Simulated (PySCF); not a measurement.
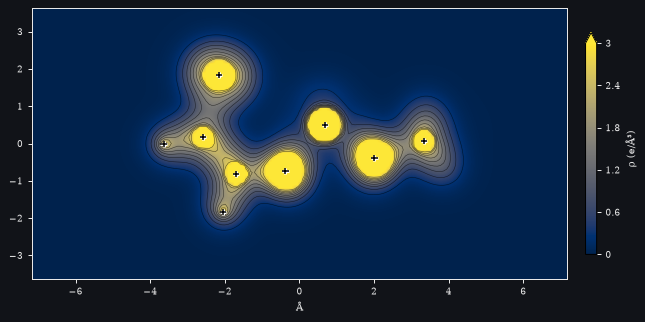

The electron density on a plane through atoms (crosses mark nuclei in the plane).

Computed with PBE0/pcSseg-1, SCF density, gas phase, non-relativistic in PySCF 2.14.0.

Candidates:
A. C₄H₅AlF₃NO (SMILES O=C(CC#[N+][AlH3-])C(F)(F)F)
B. C₃H₉ClO₂Si₂ (SMILES [SiH3]CO[SiH2]O/C=C\Cl)
C. C₇H₁₄AlN (SMILES [AlH3-][N+]#CCC1CCCC1)

**Which system is this?**

Candidate B: C₃H₉ClO₂Si₂ on the plane of atoms C2, O3 and Si4, which holds C, O, Si, Cl and H. C–O (1.32 Å): ρ is about 2.5 e/Å³ halfway. C–C (1.33 Å): ρ is about 2.3 e/Å³ halfway.
